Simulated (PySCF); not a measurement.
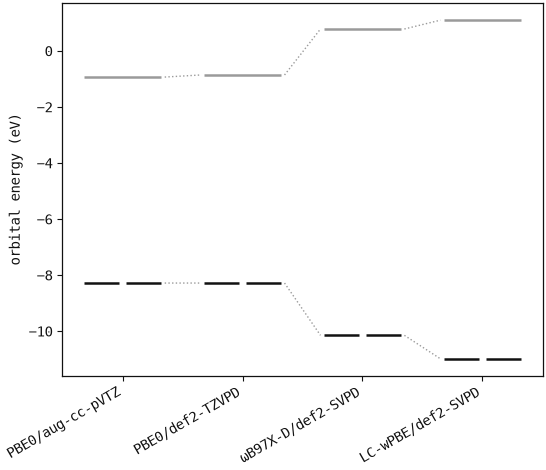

Frontier orbital energies of GeH₃Br, SMILES [GeH3][Br], singlet at one geometry, PySCF 2.14.0, at a PBE0-D3(BJ)/def2-SVP geometry (no frequency check). Empty levels are grey, levels within 0.1 eV stand side by side; all columns show the same few orbitals around the gap. Dotted lines join the HOMOs and the LUMOs.

Q: Compare the HOMO-LUMO separations.

A: The separation grows from 7.35 eV (PBE0/aug-cc-pVTZ) to 12.08 eV (LC-wPBE/def2-SVPD).

```tsv
level	HOMO (eV)	LUMO (eV)	separation (eV)
PBE0/aug-cc-pVTZ	−8.28	−0.93	7.35
PBE0/def2-TZVPD	−8.28	−0.86	7.42
ωB97X-D/def2-SVPD	−10.15	0.78	10.93
LC-wPBE/def2-SVPD	−10.98	1.09	12.08
```

Limits of at least one run: empty levels above zero depend strongly on the basis; spin-orbit coupling is left out, and with Br it can shift these levels and split any degenerate set.
